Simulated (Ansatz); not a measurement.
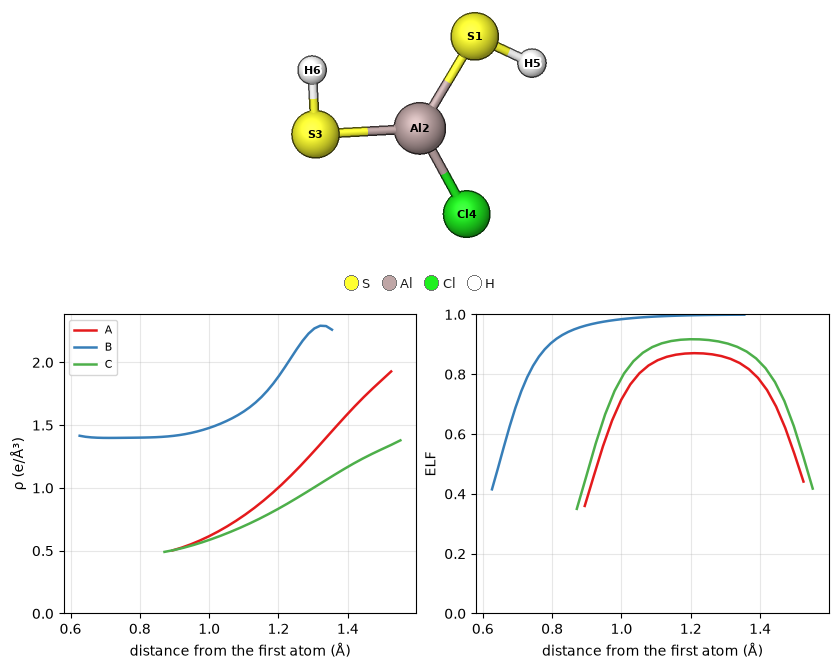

Figure. AlClH₂S₂ (SMILES [SH][Al]([SH])[Cl]). Total electron density and electron localisation function along straight lines between neighbouring atoms. The curves leave out the atomic cores. The structure is drawn too.

Method: Ansatz, RKS B3LYP-D4/def2-SVP.

```xyz
6

S     0.1737    1.3647   -1.1924
Al   -0.2220   -0.3715    0.0683
S     0.9173   -0.7257    1.8902
Cl   -1.7215   -1.7515   -0.4532
H    -0.7839    1.0355   -2.0918
H     1.6786    0.3844    1.7325
```

**Which curve belongs to which contact (Al–Cl, Al–S and S–H)? The first atom named is at distance zero.**

Curve A: Al–Cl (2.10 Å): ρ at the midpoint is about 0.69 e/Å³; the ELF peaks at about 0.85 in the valence shell of Cl, 0.9 Å from its nucleus, and is about 0.80 at the midpoint. Curve B: S–H (1.35 Å): ρ is about 1.4 e/Å³ halfway; the ELF climbs to about 1 towards the hydrogen, as it does in any bond to H. Curve C: Al–S (2.18 Å): the density is about 0.68 e/Å³ at the midpoint; the ELF peaks at about 0.90 in the valence shell of S, 1.0 Å from its nucleus, and is about 0.90 at the midpoint.
